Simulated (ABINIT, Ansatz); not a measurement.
## BaHCl (P4/nmm): G0W0 on several meshes in ABINIT

How does the mesh move the gap of BaHCl (P4/nmm)?

Main program and level: ABINIT 10.8.3; LDA and many-body steps on it, plane waves.

### Step 1. Starting point

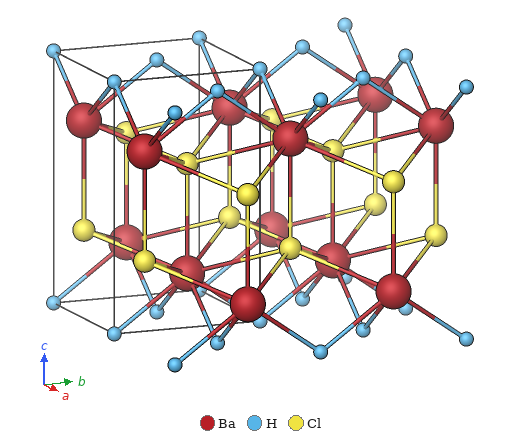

The cell as given, slightly off an axis (barium red, hydrogen blue, chlorine yellow). 2×2×1 cells are drawn. Some periodic images of atoms are drawn too.

The cell and positions come from the Crystallography Open Database and are kept as given unless a step says otherwise. Spin-orbit coupling is left out unless a step names it.

### Step 2. Empty states on the mesh, 4×4×2 mesh, 424 bands

This step: ABINIT 10.8.3; DFT, LDA, plane waves, norm-conserving pseudopotentials.

The sums over transitions need many empty states on a uniform mesh; this step solves for them.

Input file run.abi:

```
acell 3*1.0 Angstrom
rprim 
  4.408000000000 0.000000000000 0.000000000000
  0.000000000000 4.408000000000 0.000000000000
  0.000000000000 0.000000000000 7.202000000000
ntypat 3
znucl 56 1 17
natom 6
typat 1 1 2 2 3 3
xred 
  0.000000000000 0.500000000000 0.215000000000
  0.500000000000 0.000000000000 0.785000000000
  0.000000000000 0.000000000000 0.000000000000
  0.500000000000 0.500000000000 0.000000000000
  0.000000000000 0.500000000000 0.650000000000
  0.500000000000 0.000000000000 0.350000000000
pp_dirpath "pseudos"
pseudos "Ba.upf, H.upf, Cl.upf"
ecut 31
ngkpt 4 4 2
nshiftk 1
shiftk 0 0 0
kptopt 1
chksymbreak 0
iscf -2
irdden 1
istwfk *1
nband 424
nbdbuf 38
tolwfr 1e-09
nstep 60
prtvol 0
indata_prefix "in"
outdata_prefix "out"
tmpdata_prefix "tmp"
```

The run is started by

```console
$ OMP_NUM_THREADS=1 mpirun -n 4 abinit run.abi > log
```

Numbers of over 12 decimals in the logs are rounded to 6 here.

What it wrote:

```text
.Version 10.8.3 of ABINIT. v10.8.2 released Aug 2026.

 Symmetries : space group P4/n m m (#129); Bravais tP (primitive tetrag.)
[... echo of the input left out ...]
== DATASET  1 ==================================================================
-   mpi_nproc: 4, omp_nthreads: 1 (-1 if OMP is not activated)

--- !DatasetInfo
iteration_state: {dtset: 1, }
dimensions: {natom: 6, nkpt: 12, mband: 424, nsppol: 1, nspinor: 1, nspden: 1, mpw: 7826, }
cutoff_energies: {ecut:  31.0, pawecutdg:  -1.0, }
[...]
4.01938    4.02366    4.02366    4.04162    4.05751    4.06342    4.07229    4.07444
   4.07449    4.08548    4.09447    4.09526    4.10287    4.10423    4.11748    4.12900
 prteigrs : prtvol=0 or 1, do not print more k-points.

== END DATASET(S) ==============================================================
================================================================================

 -outvars: echo values of variables after computation  --------
            nband         424
             nkpt          12
          spgroup         129
 [... the other variables as echoed above ...]

 Calculation completed.
```

Elapsed: 18 min, on 4 MPI ranks of Intel Xeon 6975P-C (Granite Rapids), shared host; peak memory 0.99 GiB; 65 min of CPU time.

This step gave:

```yaml
gap: 3.002 eV
k_of_the_valence_top: 0, 0, 0.5
k_of_the_conduction_bottom: 0, 0, 0.5
least_direct_gap: 3.002 eV
k_points_computed: 12
lowest_point_of_the_top_converged_band_above_the_valence_top: 101.5251 eV
```

On this mesh the gap is 3.002 eV.

The density comes from a self-consistent run that is not shown.

### Step 3. Screening, 4×4×2 mesh, 168 bands, screening to 141.5 eV

The RPA dielectric matrix is built and inverted for each q.

This step: RPA screening on LDA, plane waves, norm-conserving pseudopotentials.

Edit run.abi of step 2 so:

```diff
@@ -24,10 +24,11 @@
 chksymbreak 0
-iscf -2
-irdden 1
 istwfk *1
-nband 424
-nbdbuf 38
-tolwfr 1e-09
-nstep 60
-prtvol 0
+occopt 1
+irdwfk 1
+optdriver 3
+nband 168
+ecuteps 5.2
+inclvkb 2
+awtr 1
+symchi 1
 indata_prefix "in"
```

What it wrote:

```text
.Version 10.8.3 of ABINIT. v10.8.2 released Aug 2026.

 Symmetries : space group P4/n m m (#129); Bravais tP (primitive tetrag.)
[... echo of the input left out ...]
== DATASET  1 ==================================================================
-   mpi_nproc: 4, omp_nthreads: 1 (-1 if OMP is not activated)

--- !DatasetInfo
iteration_state: {dtset: 1, }
dimensions: {natom: 6, nkpt: 12, mband: 168, nsppol: 1, nspinor: 1, nspden: 1, mpw: 7826, }
cutoff_energies: {ecut:  31.0, pawecutdg:  -1.0, }
electrons: {nelect:   3.60000000E+01, charge:   0.00000000E+00, occopt:   1.00000000E+00, tsmear:   1.00000000E-02, }

 SCREENING: Calculation of the susceptibility and dielectric matrices

 Based on a program developped by R.W. Godby, V. Olevano, G. Onida, and L. Reining.
 Incorporated in ABINIT by V. Olevano, G.-M. Rignanese, and M. Torrent.
.Using double precision arithmetic ; gwpc =  8

[... cell and pseudopotentials left out ...]
--------------------------------------------------------------------------------

 ==== K-mesh for the wavefunctions ====
 Number of points in the irreducible wedge :    12
[... list of points left out ...]
 Together with 16 symmetry operations and time-reversal symmetry
 yields    32 points in the full Brillouin Zone.

 ==== Q-mesh for the screening function ====
 Number of points in the irreducible wedge :    12
[... list of points left out ...]
 Together with 16 symmetry operations and time-reversal symmetry
 yields    32 points in the full Brillouin Zone.

 setmesh: FFT mesh size selected  =    30x   30x   48
          total number of points  =        43200

 vcoul_init : cutoff-mode = AUXILIARY_FUNCTION
 q-points for optical limit:   1
     1)      0.000010    0.000020    0.000030

- screening: taking advantage of time-reversal symmetry
- Maximum band index for partially occupied states nbvw = 18
- Remaining bands to be divided among processors   nbcw = 150
- Number of bands treated by each node ~37

 Number of electrons calculated from density =   36.0000; Expected =   36.0000
 average of density, n =  0.038121
 r_s =    1.8432
 omega_plasma =   18.8339 [eV]

 calculating chi0 at frequencies [eV] :
  1    0.000000E+00    0.000000E+00
  2    0.000000E+00    1.883391E+01

--------------------------------------------------------------------------------
  q-point number  1        q = ( 0.000000, 0.000000, 0.000000) [r.l.u.]
--------------------------------------------------------------------------------
[... chi0 elements left out ...]
 For q-point:  0.000010 0.000020 0.000030
  dielectric constant =   3.5912
  dielectric constant without local fields =   4.1595

  Average fulfillment of the sum rule on Im[epsilon] for q-point    1 :     81.06  [%]
[... wings left out ...]
  q-point number  2        q = ( 0.250000, 0.000000, 0.000000) [r.l.u.]
--------------------------------------------------------------------------------
[... chi0 elements left out ...]
  Average fulfillment of the sum rule on Im[epsilon] for q-point    2 :     88.08  [%]

 [... 10 further q-points ...]
```

It took 4.2 min on 4 MPI ranks; peak memory 2.6 GiB; 15 min of CPU time.

Numbers from this step:

- ε∞ with local fields, on this mesh, along the program's q direction: 3.591
- the same without local fields: 4.160
- plasma frequency: 18.83 eV
- plane waves in the screening matrix: 513

Local fields lower ε∞ by 14 %. On a Γ-centred mesh this coarse the value itself is usually too large, while a short band sum pulls it down.

### Step 4. 4×4×2

The self-energy is evaluated for the states that the input lists, and the levels follow from it, in one-shot runs by the linearised quasiparticle equation.

This step: G0W0 on LDA, plane waves, norm-conserving pseudopotentials.

Edit run.abi of step 3 so:

```diff
@@ -27,8 +27,17 @@
 irdwfk 1
-optdriver 3
+optdriver 4
 nband 168
+gwcalctyp 0
+ecutsigx 31
+symsigma 1
+nkptgw 2
+kptgw 
+  0.0000000000 0.0000000000 0.5000000000
+  0.0000000000 0.0000000000 0.0000000000
+bdgw 
+  17 20
+  17 20
 ecuteps 5.2
-inclvkb 2
-awtr 1
-symchi 1
+irdscr 1
+ppmodel 1
 indata_prefix "in"
```

What it wrote:

```text
.Version 10.8.3 of ABINIT. v10.8.2 released Aug 2026.

 Symmetries : space group P4/n m m (#129); Bravais tP (primitive tetrag.)
[... echo of the input left out ...]
== DATASET  1 ==================================================================
-   mpi_nproc: 4, omp_nthreads: 1 (-1 if OMP is not activated)

--- !DatasetInfo
iteration_state: {dtset: 1, }
dimensions: {natom: 6, nkpt: 12, mband: 168, nsppol: 1, nspinor: 1, nspden: 1, mpw: 7826, }
cutoff_energies: {ecut:  31.0, pawecutdg:  -1.0, }
electrons: {nelect:   3.60000000E+01, charge:   0.00000000E+00, occopt:   1.00000000E+00, tsmear:   1.00000000E-02, }

 SIGMA: Calculation of the GW corrections

 Based on a program developped by R.W. Godby, V. Olevano, G. Onida, and L. Reining.
 Incorporated in ABINIT by V. Olevano, G.-M. Rignanese, and M. Torrent.
.Using double precision arithmetic ; gwpc =  8

[... cell and pseudopotentials left out ...]
--------------------------------------------------------------------------------

 ==== K-mesh for the wavefunctions ====
 Number of points in the irreducible wedge :    12
[... list of points left out ...]
 Together with 16 symmetry operations and time-reversal symmetry
 yields    32 points in the full Brillouin Zone.

 ==== Q-mesh for screening function ====
 Number of points in the irreducible wedge :    12
[... list of points left out ...]
 Together with 16 symmetry operations and time-reversal symmetry
 yields    32 points in the full Brillouin Zone.

 vcoul_init : cutoff-mode = AUXILIARY_FUNCTION
 q-points for optical limit:   1
     1)      0.000010    0.000020    0.000030
 setmesh: FFT mesh size selected  =    48x   48x   75
          total number of points  =       172800

 Number of electrons calculated from density =   36.0000; Expected =   36.0000
 average of density, n =  0.038121
 r_s =    1.8432
 omega_plasma =   18.8339 [eV]

 === KS Band Gaps ===
  >>>> For spin  1
   Minimum direct gap =   3.0017 [eV], located at k-point      :   0.0000  0.0000  0.5000
   Fundamental gap    =   3.0017 [eV], Top of valence bands at :   0.0000  0.0000  0.5000
                                       Bottom of conduction at :   0.0000  0.0000  0.5000
 SIGMA fundamental parameters:
 PLASMON POLE MODEL  1
 number of plane-waves for SigmaX                 7727
 number of plane-waves for SigmaC and W            513
 number of plane-waves for wavefunctions          7727
 number of bands                                   168
 number of independent spin polarizations            1
 number of spinorial components                      1
 number of k-points in IBZ                          12
 number of q-points in IBZ                          12
 number of symmetry operations                      16
 number of k-points in BZ                           32
 number of q-points in BZ                           32
 number of frequencies for dSigma/dE                 9
 frequency step for dSigma/dE [eV]                0.25
 number of omega for Sigma on real axis              0
 max omega for Sigma on real axis  [eV]           0.00
 zcut for avoiding poles [eV]                     0.10

 EPSILON^-1 parameters (SCR file):
 dimension of the eps^-1 matrix on file            513
 dimension of the eps^-1 matrix used               513
 number of plane-waves for wavefunctions          7727
 number of bands                                   168
 number of q-points in IBZ                          12
 number of frequencies                               2
 number of real frequencies                          1
 number of imag frequencies                          1

 matrix elements of self-energy operator (all in [eV])

 Perturbative Calculation

--- !SelfEnergy_ee
iteration_state: {dtset: 1, }
kpoint     : [   0.000,    0.000,    0.500, ]
spin       : 1
KS_gap     :    3.002
QP_gap     :    5.184
Delta_QP_KS:    2.182
data: !SigmaeeData |
     Band     E0 <VxcDFT>   SigX SigC(E0)      Z dSigC/dE  Sig(E)    E-E0       E
       17   2.614 -10.240 -13.237   1.667   0.789  -0.267 -11.289  -1.049   1.565
       18   2.866 -12.342 -15.919   2.091   0.790  -0.266 -13.516  -1.174   1.692
       19   5.867  -8.712  -4.270  -3.241   0.839  -0.191  -7.705   1.008   6.875
       20   6.779  -8.989  -4.335  -3.448   0.837  -0.195  -7.980   1.008   7.787

--- !SelfEnergy_ee
iteration_state: {dtset: 1, }
kpoint     : [   0.000,    0.000,    0.000, ]
spin       : 1
KS_gap     :    3.905
QP_gap     :    6.015
Delta_QP_KS:    2.110
data: !SigmaeeData |
     Band     E0 <VxcDFT>   SigX SigC(E0)      Z dSigC/dE  Sig(E)    E-E0       E
       17   1.942 -10.572 -14.058   2.033   0.786  -0.273 -11.713  -1.141   0.801
       18   2.571 -10.173 -13.089   1.618   0.790  -0.266 -11.198  -1.025   1.546
       19   6.476  -9.161  -4.489  -3.377   0.838  -0.194  -8.076   1.085   7.561
       20   7.056  -9.871  -5.041  -3.524   0.830  -0.204  -8.786   1.084   8.140

== END DATASET(S) ==============================================================
================================================================================

 -outvars: echo values of variables after computation  --------
           etotal      0.0000000000E+00
            nband         168
             nkpt          12
          spgroup         129
 [... the other variables as echoed above ...]

 Calculation completed.
```

It took 53 s on 4 MPI ranks; peak memory 2.8 GiB.

Numbers from this step:

```
G0W0 gap on the points computed              : 5.183 eV
starting gap on the mesh                     : 3.002 eV
k of the valence top                         : 0, 0, 0.5
k of the conduction bottom                   : 0, 0, 0.5
Z at the valence top                         : 0.79
Z at the conduction bottom                   : 0.839
least direct G0W0 gap on the computed points : 5.183 eV
```

The gap on the mesh goes from 3.00 eV to 5.18 eV, a correction of +2.18 eV.

### Step 5. Empty states on the mesh, 2×2×2 mesh, 184 bands

This step: DFT, LDA, plane waves, norm-conserving pseudopotentials.

Edit run.abi of step 4 so:

```diff
@@ -19,3 +19,3 @@
 ecut 31
-ngkpt 4 4 2
+ngkpt 2 2 2
 nshiftk 1
@@ -24,20 +24,10 @@
 chksymbreak 0
+iscf -2
+irdden 1
 istwfk *1
-occopt 1
-irdwfk 1
-optdriver 4
-nband 168
-gwcalctyp 0
-ecutsigx 31
-symsigma 1
-nkptgw 2
-kptgw 
-  0.0000000000 0.0000000000 0.5000000000
-  0.0000000000 0.0000000000 0.0000000000
-bdgw 
-  17 20
-  17 20
-ecuteps 5.2
-irdscr 1
-ppmodel 1
+nband 184
+nbdbuf 16
+tolwfr 1e-09
+nstep 60
+prtvol 0
 indata_prefix "in"
```

What it wrote:

```text
.Version 10.8.3 of ABINIT. v10.8.2 released Aug 2026.

 Symmetries : space group P4/n m m (#129); Bravais tP (primitive tetrag.)
[... echo of the input left out ...]
== DATASET  1 ==================================================================
-   mpi_nproc: 4, omp_nthreads: 1 (-1 if OMP is not activated)

--- !DatasetInfo
iteration_state: {dtset: 1, }
dimensions: {natom: 6, nkpt: 6, mband: 184, nsppol: 1, nspinor: 1, nspden: 1, mpw: 7826, }
cutoff_energies: {ecut:  31.0, pawecutdg:  -1.0, }
[...]
2.13709    2.14610    2.16011    2.16011    2.16182    2.18607    2.18778    2.20639
   2.20639    2.21257    2.21376    2.21376    2.24409    2.25921    2.27476    2.27620
 prteigrs : prtvol=0 or 1, do not print more k-points.

== END DATASET(S) ==============================================================
================================================================================

 -outvars: echo values of variables after computation  --------
            nband         184
             nkpt           6
          spgroup         129
 [... the other variables as echoed above ...]

 Calculation completed.
```

The job ended after 2.5 min (4 MPI ranks; peak memory 0.5 GiB; 8.8 min of CPU time).

Numbers from this step:

- gap: 3.002 eV
- k of the valence top: 0, 0, 0.5
- k of the conduction bottom: 0, 0, 0.5
- least direct gap: 3.002 eV
- k points computed: 6
- lowest point of the top converged band, above the valence top: 53.0611 eV

On this mesh the gap is 3.002 eV.

### Step 6. Screening, 2×2×2 mesh, 168 bands, screening to 141.5 eV

This step: RPA screening on LDA, plane waves, norm-conserving pseudopotentials.

Edit run.abi of step 5 so:

```diff
@@ -24,10 +24,11 @@
 chksymbreak 0
-iscf -2
-irdden 1
 istwfk *1
-nband 184
-nbdbuf 16
-tolwfr 1e-09
-nstep 60
-prtvol 0
+occopt 1
+irdwfk 1
+optdriver 3
+nband 168
+ecuteps 5.2
+inclvkb 2
+awtr 1
+symchi 1
 indata_prefix "in"
```

What it wrote:

```text
.Version 10.8.3 of ABINIT. v10.8.2 released Aug 2026.

 Symmetries : space group P4/n m m (#129); Bravais tP (primitive tetrag.)
[... echo of the input left out ...]
== DATASET  1 ==================================================================
-   mpi_nproc: 4, omp_nthreads: 1 (-1 if OMP is not activated)

--- !DatasetInfo
iteration_state: {dtset: 1, }
dimensions: {natom: 6, nkpt: 6, mband: 168, nsppol: 1, nspinor: 1, nspden: 1, mpw: 7826, }
cutoff_energies: {ecut:  31.0, pawecutdg:  -1.0, }
electrons: {nelect:   3.60000000E+01, charge:   0.00000000E+00, occopt:   1.00000000E+00, tsmear:   1.00000000E-02, }

 SCREENING: Calculation of the susceptibility and dielectric matrices

 Based on a program developped by R.W. Godby, V. Olevano, G. Onida, and L. Reining.
 Incorporated in ABINIT by V. Olevano, G.-M. Rignanese, and M. Torrent.
.Using double precision arithmetic ; gwpc =  8

[... cell and pseudopotentials left out ...]
--------------------------------------------------------------------------------

 ==== K-mesh for the wavefunctions ====
 Number of points in the irreducible wedge :     6
[... list of points left out ...]
 Together with 16 symmetry operations and time-reversal symmetry
 yields     8 points in the full Brillouin Zone.

 ==== Q-mesh for the screening function ====
 Number of points in the irreducible wedge :     6
[... list of points left out ...]
 Together with 16 symmetry operations and time-reversal symmetry
 yields     8 points in the full Brillouin Zone.

 setmesh: FFT mesh size selected  =    30x   30x   48
          total number of points  =        43200

 vcoul_init : cutoff-mode = AUXILIARY_FUNCTION
 q-points for optical limit:   1
     1)      0.000010    0.000020    0.000030

- screening: taking advantage of time-reversal symmetry
- Maximum band index for partially occupied states nbvw = 18
- Remaining bands to be divided among processors   nbcw = 150
- Number of bands treated by each node ~37

 Number of electrons calculated from density =   36.0000; Expected =   36.0000
 average of density, n =  0.038121
 r_s =    1.8432
 omega_plasma =   18.8339 [eV]

 calculating chi0 at frequencies [eV] :
  1    0.000000E+00    0.000000E+00
  2    0.000000E+00    1.883391E+01

--------------------------------------------------------------------------------
  q-point number  1        q = ( 0.000000, 0.000000, 0.000000) [r.l.u.]
--------------------------------------------------------------------------------
[... chi0 elements left out ...]
 For q-point:  0.000010 0.000020 0.000030
  dielectric constant =   3.6161
  dielectric constant without local fields =   4.1939

  Average fulfillment of the sum rule on Im[epsilon] for q-point    1 :     81.05  [%]
[... wings left out ...]
  q-point number  2        q = ( 0.500000, 0.000000, 0.000000) [r.l.u.]
--------------------------------------------------------------------------------
[... chi0 elements left out ...]
  Average fulfillment of the sum rule on Im[epsilon] for q-point    2 :     84.25  [%]

 [... 4 further q-points ...]
```

It took 71 s on 4 MPI ranks; peak memory 1.6 GiB.

This step gave:

```yaml
eps_infinity_with_local_fields_on_this_mesh_along_the_program_s_q_direction: 3.616
the_same_without_local_fields: 4.194
plasma_frequency: 18.83 eV
plane_waves_in_the_screening_matrix: 513
```

(Part 1 of 2 ends here.)

[Paths, hosts, dates, memory and timing lines, banners, echoed tables and standing remarks are left out of the program output.]

[Logs are printed without paths, hosts, clocks, repeated set-up lines and the standing remarks that a program may print on its own settings, such as how far it seeks lower states.]

[Runs of the session that timed out or met a known fault of the program may be left out.]

[Hosts, paths, dates, database ids (printed as entryN), source tags and the programs' standing remarks are cut or masked in the printed files.]

[G0W0 gaps are taken among the corrected bands and points alone; a level outside them can change the order at an edge.]

[Where Ansatz stands beside ABINIT at settings called matched, ABINIT's density can come from a denser mesh and the files from another edition; pairs whose starting gaps differed by over 0.03 eV were left out, so agreement reads better than it is.]
